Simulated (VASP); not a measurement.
Band structure of GaN (wurtzite). Method: vdW-DF-cx, VASP's PBE PAW potentials (set 64) (plane waves; VASP).

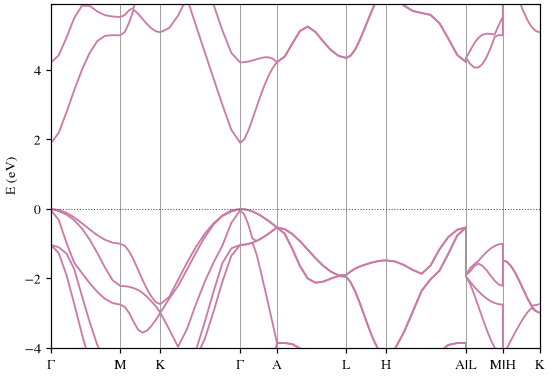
*Bands along high-symmetry lines, zero at the valence-band maximum or, without a gap, the Fermi level*

Q: Read the plot: is there a gap, and where are the band edges?

A: The gap is direct, 1.90 eV, from the valence maximum at Γ to the conduction minimum at Γ. (Edges off the drawn lines would not show.)

Measured: gap 3.68 eV (computed value off by -1.78 eV), as given by Wei Chen et al., Physical Review Materials (2018), doi:10.1103/physrevmaterials.2.073803 [zero-point renormalisation of 0.17 eV added back (the table's ZPR column)].

The compound is GaN in the wurtzite structure. It was relaxed first.
